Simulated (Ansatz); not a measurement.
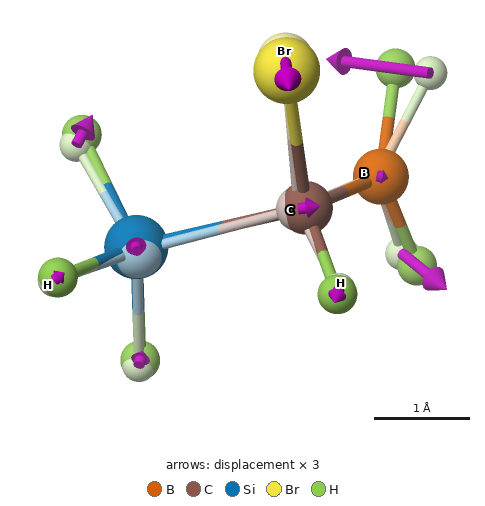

This is a relaxation of CH$_{6}$BBrSi (coarse preliminary run). The starting structure is drawn faded, the final one solid; purple arrows show the displacements, magnified 3 times. The two geometries are superimposed by the best rigid fit.

The picture is a ball-and-stick view, seen from a free direction.

The start comes from a force field.

Method: RKS PBE-D4/def2-SVP (Ansatz 0.2.0). (force threshold 0.03 eV/Å; at most 200 steps)

Question: Atoms of which element are displaced furthest, and by how much?

Answer: Hydrogen: up to 0.46 Å, against 0.22 Å for bromine.

Question: What happened in the run?

Answer: The largest move after the best rigid fit is that of an H atom, 0.46 Å. By element the largest moves are H 0.46 Å, Br 0.22 Å, C 0.08 Å, Si 0.08 Å, B 0.04 Å. Near-neighbour distances that change, for instance: C–Si 1.837 → 1.936 Å, H–Si 1.461 → 1.500 Å, Br–C 1.939 → 1.974 Å, C–H 1.085 → 1.109 Å. Among the angles between lasting bonds that change: B–C–Br 110.0° → 117.2°, C–B–H 122.7° → 117.4°, H–B–H 115.1° → 120.2°. Groups turn about B–C by about 20°. The energy falls by 25.2 kJ/mol in 7 geometry steps. Largest force component: 1.3 eV/Å at the start, 0.022 eV/Å at the end.
